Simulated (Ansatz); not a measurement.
# Quasi-harmonic thermodynamics of GaAs (F-43m), part 3 of 3

Aim: the lattice, expansion, heat capacity and bulk modulus of GaAs as it warms.

What experiment has found for this phase:
- volume expansion coefficient 16.2 1e-6/K, heat capacity C_P per formula unit 46.8 J/mol/K and bulk modulus 74.8 GPa near room temperature (given in “High-Throughput Prediction of Finite-Temperature Properties using the Quasi-Harmonic Approximation”, 2016, arXiv:1603.06924)

Ansatz 0.2.0; DFT PBE, scalar-relativistic, plane waves, PAW (the session's first sound run).

So far. Step 4 (Relaxing to small residual forces and stress): The residual pressure is 0.0023 GPa, small enough for phonons. Step 5 (Relaxing at another setting): The residual pressure is -8.0e-4 GPa, small enough for phonons. The relaxed cell has a = 5.676 Å (conventional setting).

## (6) Phonons on strained cells (continued)

Level of this step: DFT PBE+D3(BJ), scalar-relativistic, plane waves, PAW (Ansatz).

Strained cells of the study; zero-point energy where phonons were solved; the pressures are stresses at a fixed cutoff and can carry an offset from the finite basis. Expansion cells, by row:

| cell | \|a\| (Å) | \|b\| (Å) | \|c\| (Å) | V (Å³/atom) | E - E_lowest (meV/atom) | pressure, compression positive (GPa) | gap (eV) | zero-point energy (meV/atom) |
| --- | --- | --- | --- | --- | --- | --- | --- | --- |
| 1 | 4.013 | 4.013 | 4.013 | 22.86 | 0 | -0.017 | 0.429 | - |
| 2 | 4.046 | 4.046 | 4.046 | 23.41 | 2.697 | -1.546 | 0.2528 | - |
| 3 | 3.982 | 3.982 | 3.982 | 22.32 | 2.821 | 1.693 | 0.6083 | - |
| 4 | 4.014 | 4.014 | 4.014 | 22.86 | 0 | -0.035 | 0.427 | 33.02 |
| 5 | 4.034 | 4.034 | 4.034 | 23.21 | 1.102 | -1.011 | 0.3164 | 32.47 |
| 6 | 4.025 | 4.025 | 4.025 | 23.05 | 0.338 | -0.575 | 0.3667 | 32.72 |
| 7 | 4.047 | 4.047 | 4.047 | 23.43 | 2.874 | -1.593 | 0.2471 | 32.12 |
| 8 | 3.974 | 3.974 | 3.974 | 22.19 | 4.361 | 2.133 | 0.6519 | - |
| 9 | 3.994 | 3.994 | 3.994 | 22.52 | 1.058 | 1.012 | 0.5389 | - |
| 10 | 4.063 | 4.063 | 4.063 | 23.72 | 6.352 | -2.306 | 0.1584 | - |

Quasi-harmonic; a, b, c are the run's own cell vectors. Expansion, by row:

| T (K) | a (Å) | b (Å) | c (Å) | alpha (deg) | beta (deg) | gamma (deg) | cell volume (Å³/cell) | alpha_a (1e-6/K) | alpha_b (1e-6/K) | alpha_c (1e-6/K) | alpha_V (1e-6/K) | C_P (J/mol-atom/K) | C_V (J/mol-atom/K) | S (J/mol-atom/K) | B_T (GPa) | B_S (GPa) | Grueneisen | extrapolation | fit error (1e-6/K) |
| --- | --- | --- | --- | --- | --- | --- | --- | --- | --- | --- | --- | --- | --- | --- | --- | --- | --- | --- | --- |
| 0 | 4.019 | 4.019 | 4.019 | 60 | 60 | 60 | 45.89 | 0 | 0 | 0 | 0 | 0 | 0 | 0 | 66.75 | 66.75 | - | 0 | 0 |
| 50 | 4.019 | 4.019 | 4.019 | 60 | 60 | 60 | 45.89 | -0.04 | -0.04 | -0.04 | -0.11 | 7.097 | 7.097 | 3.922 | 66.7 | 66.7 | -0.014 | 0 | 0 |
| 100 | 4.019 | 4.019 | 4.019 | 60 | 60 | 60 | 45.9 | 2.63 | 2.63 | 2.63 | 7.88 | 14.92 | 14.92 | 11.41 | 66.43 | 66.46 | 0.485 | 0 | 0 |
| 150 | 4.02 | 4.02 | 4.02 | 60 | 60 | 60 | 45.92 | 4.54 | 4.54 | 4.54 | 13.63 | 19.29 | 19.27 | 18.39 | 66.04 | 66.13 | 0.646 | 0 | 0.01 |
| 200 | 4.021 | 4.021 | 4.021 | 60 | 60 | 60 | 45.96 | 5.57 | 5.57 | 5.57 | 16.72 | 21.48 | 21.43 | 24.27 | 65.61 | 65.76 | 0.708 | 0 | 0.01 |
| 250 | 4.022 | 4.022 | 4.022 | 60 | 60 | 60 | 46 | 6.17 | 6.17 | 6.17 | 18.5 | 22.66 | 22.59 | 29.21 | 65.15 | 65.37 | 0.739 | 0 | 0.01 |
| 298.1 | 4.023 | 4.023 | 4.023 | 60 | 60 | 60 | 46.04 | 6.54 | 6.54 | 6.54 | 19.61 | 23.35 | 23.25 | 33.26 | 64.71 | 64.99 | 0.757 | 0 | 0.02 |
| 300 | 4.023 | 4.023 | 4.023 | 60 | 60 | 60 | 46.04 | 6.55 | 6.55 | 6.55 | 19.64 | 23.37 | 23.27 | 33.41 | 64.69 | 64.98 | 0.757 | 0 | 0.02 |
| 350 | 4.024 | 4.024 | 4.024 | 60 | 60 | 60 | 46.09 | 6.81 | 6.81 | 6.81 | 20.44 | 23.82 | 23.7 | 37.05 | 64.22 | 64.57 | 0.769 | 0 | 0.02 |
| 400 | 4.026 | 4.026 | 4.026 | 60 | 60 | 60 | 46.14 | 7.02 | 7.02 | 7.02 | 21.05 | 24.14 | 23.98 | 40.25 | 63.75 | 64.17 | 0.778 | 0 | 0.02 |
| 450 | 4.027 | 4.027 | 4.027 | 60 | 60 | 60 | 46.19 | 7.18 | 7.18 | 7.18 | 21.55 | 24.36 | 24.18 | 43.11 | 63.28 | 63.76 | 0.784 | 0 | 0.02 |
| 500 | 4.029 | 4.029 | 4.029 | 60 | 60 | 60 | 46.24 | 7.33 | 7.33 | 7.33 | 21.98 | 24.53 | 24.32 | 45.68 | 62.8 | 63.35 | 0.79 | 0 | 0.02 |
| 550 | 4.03 | 4.03 | 4.03 | 60 | 60 | 60 | 46.29 | 7.45 | 7.45 | 7.45 | 22.36 | 24.67 | 24.43 | 48.03 | 62.33 | 62.94 | 0.795 | 0 | 0.01 |
| 600 | 4.032 | 4.032 | 4.032 | 60 | 60 | 60 | 46.34 | 7.57 | 7.57 | 7.57 | 22.71 | 24.78 | 24.51 | 50.18 | 61.85 | 62.53 | 0.8 | 0 | 0.01 |
| 650 | 4.033 | 4.033 | 4.033 | 60 | 60 | 60 | 46.39 | 7.68 | 7.68 | 7.68 | 23.04 | 24.87 | 24.58 | 52.17 | 61.38 | 62.12 | 0.804 | 0 | 0.01 |
| 700 | 4.035 | 4.035 | 4.035 | 60 | 60 | 60 | 46.45 | 7.79 | 7.79 | 7.79 | 23.36 | 24.95 | 24.63 | 54.01 | 60.9 | 61.7 | 0.808 | 0 | 0.02 |
| 750 | 4.036 | 4.036 | 4.036 | 60 | 60 | 60 | 46.5 | 7.89 | 7.89 | 7.89 | 23.67 | 25.03 | 24.67 | 55.74 | 60.42 | 61.29 | 0.812 | 0 | 0.03 |
| 800 | 4.038 | 4.038 | 4.038 | 60 | 60 | 60 | 46.56 | 7.99 | 7.99 | 7.99 | 23.97 | 25.09 | 24.71 | 57.35 | 59.95 | 60.88 | 0.815 | 0 | 0.05 |

Expansion coefficient against temperature; values in 1e-6/K:

| temperature (K) | volume | principal 1 |
| --- | --- | --- |
| 0 | 0 | 0 |
| 50 | -0.11 | -0.04 |
| 100 | 7.88 | 2.63 |
| 150 | 13.6 | 4.54 |
| 200 | 16.7 | 5.57 |
| 250 | 18.5 | 6.17 |
| 298 | 19.6 | 6.54 |
| 300 | 19.6 | 6.55 |
| 350 | 20.4 | 6.81 |
| 400 | 21.1 | 7.02 |
| 450 | 21.6 | 7.18 |
| 500 | 22.0 | 7.33 |
| 550 | 22.4 | 7.45 |
| 600 | 22.7 | 7.57 |
| 650 | 23.0 | 7.68 |
| 700 | 23.4 | 7.79 |
| 750 | 23.7 | 7.89 |
| 800 | 24.0 | 7.99 |

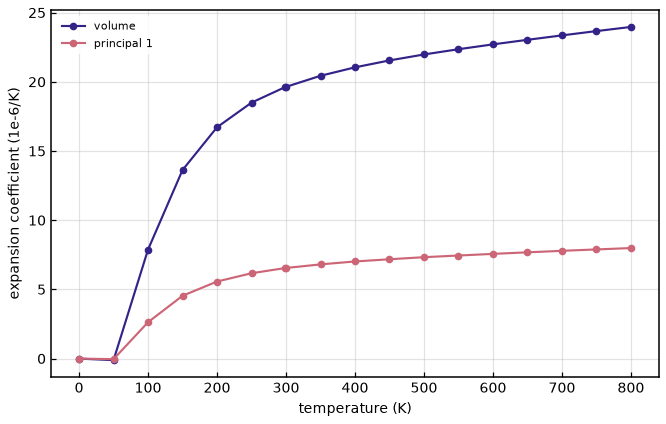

Expansion coefficient against temperature.

At 298 K the volume expansion is 19.6 × 10⁻⁶/K and B_T is 64.7 GPa. The program raised the cutoff to 487.2 eV by itself: with no cutoff typed, the study takes about 1.16 times the default for its relaxations and scales it with the volume for the phonons.

## (7) Outcome

```yaml
settings_of_these_figures: PBE+D3(BJ), 487.2 eV, k 12×12×12, q 4×4×4
volume_expansion_coefficient_at_298_k: 19.61 1e-6/K
c_p_at_298_k: 23.35 J/mol-atom/K
entropy_at_298_k: 33.26 J/mol-atom/K
isothermal_bulk_modulus_at_298_k: 64.71 GPa
grueneisen_parameter_at_298_k: 0.7565
volume_at_298_k: 23.02 Å³/atom
principal_linear_expansion_coefficients_at_298_k: 6.535, 6.535, 6.535 1e-6/K
```

What this shows: Near room temperature GaAs expands by 19.6 × 10⁻⁶/K in volume by PBE+D3(BJ), with C_P = 23.4 J/(mol K) per mole of atoms and B_T = 64.7 GPa. C_P at room temperature is 94 % of the classical 3R an atom. A measured volume expansion coefficient near room temperature is 16.2 1e-6/K (arXiv:1603.06924); the calculated 19.6 1e-6/K differs by +21 %. A measured bulk modulus near room temperature is 74.8 GPa (arXiv:1603.06924); the calculated 64.7 GPa differs by -13 %. The table does not say whether its value is isothermal or adiabatic. A measured heat capacity per formula unit near room temperature is 46.8 J/mol/K (arXiv:1603.06924); the calculated 46.7 J/mol/K agrees within half a per cent. The interpolation has no quadrupole term, so branches near the zone centre are less sure, since this crystal has sites that are not centres of inversion. The dispersion term is taken with its C6 weights frozen at the crystal at rest, in the force constants and, in the expansion study, in the energies too.

[Logs are printed without paths, hosts, clocks, repeated set-up lines and the standing remarks that a program may print on its own settings, such as how far it seeks lower states.]

[Hosts, paths, dates, database ids (printed as entryN), source tags and the programs' standing remarks are cut or masked in the printed files.]

[A step with changed settings may run another functional than the one named; its input shows which.]
